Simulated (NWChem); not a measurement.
# MP2/6-31G(d) (spherical functions) run of BH (SMILES [BH])

Aim: the energy change on altering one bond length of BH at MP2/6-31G* (spherical functions), from 2 runs. 

Program for the calculation: NWChem 7.3.0.

3 further runs of the same task are left out: 3 that didn't finish.

### Step 1. The structure to begin with

The species is BH (2 atoms), meant as a singlet with charge 0. SMILES: `[BH]`. Geometry: the measured bond length.

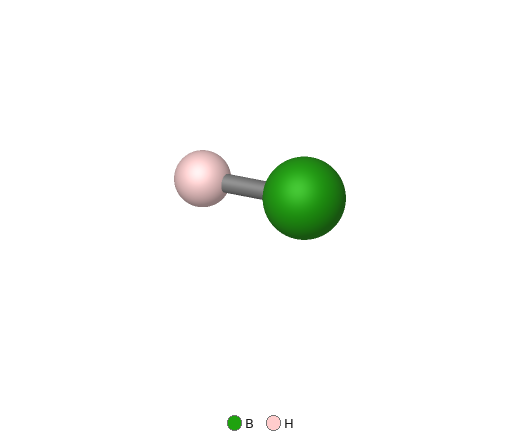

Viewed from a chosen angle; boron green, hydrogen pink.

### Step 2. Energy and gradient at MP2/6-31G(d) (spherical functions)

Contents of input.nw:

```
start input
title "BH"
memory 2200 mb

geometry units atomic noautosym nocenter noautoz
   B   0.00000000  0.00000000  0.00000000
   H   0.00000000  0.00000000  2.32889848
end

basis spherical
   * library 6-31G*
end

scf
   thresh 1e-07
   maxiter 60
   direct
end

mp2
   freeze core 1
end

task mp2 gradient
```

On the command line:

```console
$ nwchem input.nw > input.out
```

What it wrote:

```text
[...]
  functions       =    16
[...]
  wavefunction    = RHF
[...]
         Total SCF energy =    -25.117977329496
      One-electron energy =    -37.246918611979
      Two-electron energy =      9.982003559376
 Nuclear repulsion energy =      2.146937723108
        Time for solution =      0.1s
[...]
          Total MP2 energy           -25.171088462719
[...]
                         mp2 ENERGY GRADIENTS
    atom               coordinates                        gradient
                 x          y          z           x          y          z
   1 B       0.000000   0.000000   0.000000    0.000000  -0.000000   0.000398
   2 H       0.000000   0.000000   2.328898   -0.000000   0.000000  -0.000398
[...]
```

Run time: 0.74 s. Hardware: 1 thread of AMD EPYC 9R45 (Zen 5), shared host; peak memory 0.1 GiB.

### Step 3. The distorted shape at the same level

Contents of m1.nw:

```
START m1
memory 2200 mb

GEOMETRY units angstrom noautosym nocenter noautoz
  B    -0.007954    0.000712    0.012181
  H     0.021819   -0.017717    1.199901
END

BASIS "ao basis" spherical
  * library 6-31G*
END

SCF
  thresh 1e-07
  maxiter 60
  direct
  print low
END

MP2
  freeze core 1
END

TASK mp2 gradient
```

On the command line:

```console
$ nwchem m1.nw > m1.out
```

What it wrote:

```text
[...]
  functions       =    16
[...]
  wavefunction    = RHF
[...]
         Total SCF energy =    -25.117428572609
      One-electron energy =    -37.399263197403
      Two-electron energy =     10.055100051107
 Nuclear repulsion energy =      2.226734573688
        Time for solution =      0.1s
[...]
          Total MP2 energy           -25.170263195551
[...]
                         mp2 ENERGY GRADIENTS
    atom               coordinates                        gradient
                 x          y          z           x          y          z
   1 B      -0.015031   0.001345   0.023019    0.000504  -0.000312   0.020111
   2 H       0.041232  -0.033480   2.267484   -0.000504   0.000312  -0.020111
[...]
```

Wall time 0.74 s (1 thread of AMD EPYC 9R45 (Zen 5), shared host); peak memory 0.1 GiB.

### Step 4. What came out

Level: MP2/6-31G* (spherical functions), 1 core orbital frozen.

```
                                                                quantity         value
                                               first shape: total energy  -25.17109 Eh
    first shape: dipole moment (of the density that the program reports)        1.37 D
                        first shape: HOMO energy (Hartree–Fock orbitals)      -9.17 eV
                        first shape: LUMO energy (Hartree–Fock orbitals)       2.24 eV
                      first shape: HOMO–LUMO gap (Hartree–Fock orbitals)      11.41 eV
                 first shape: correlation energy (1 core orbital frozen)     -53.1 mEh
                                   first shape: largest force on an atom    0.020 eV/Å
                                           distorted shape: total energy  -25.17026 Eh
distorted shape: dipole moment (of the density that the program reports)        1.49 D
             distorted shape: correlation energy (1 core orbital frozen)     -52.8 mEh
                               distorted shape: largest force on an atom    1.035 eV/Å
       energy change with the B1–H2 bond shortened from 1.232 to 1.188 Å      0.022 eV
```

With the B1–H2 bond shortened from 1.232 to 1.188 Å the energy rises by 0.02 eV (2.2 kJ/mol).
